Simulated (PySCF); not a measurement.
SMILES CCC[SiH3] (C₃H₁₀Si), GFN2-xTB optimised geometry. Atoms within 1.6 Å of the plane z = 0.0 Å (x, y, z in Å): C1 (2.06, -0.92, 0.00), C2 (0.53, -0.92, 0.00), C3 (-0.04, 0.50, 0.00), Si4 (-1.94, 0.54, 0.00), H5 (2.44, -0.41, -0.88), H6 (2.44, -0.41, 0.88), H7 (2.44, -1.93, 0.00), H8 (0.17, -1.45, -0.88), H9 (0.17, -1.45, 0.88), H10 (0.35, 1.03, -0.87), H11 (0.34, 1.03, 0.87), H12 (-2.39, 1.93, 0.00), H13 (-2.44, -0.14, 1.19), H14 (-2.44, -0.14, -1.20).

Method: PBE/def2-TZVP in PySCF 2.14.0. Cells within 0.4 Å of a nucleus heavier than hydrogen are left out (blank, or x).

Map of the electron localisation function on the plane z = 0.0 Å:

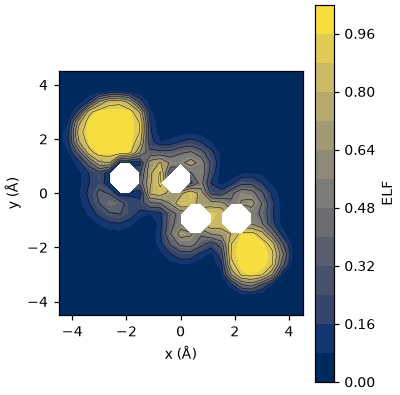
Figure: Electron localisation function on the plane z = 0.0 Å.
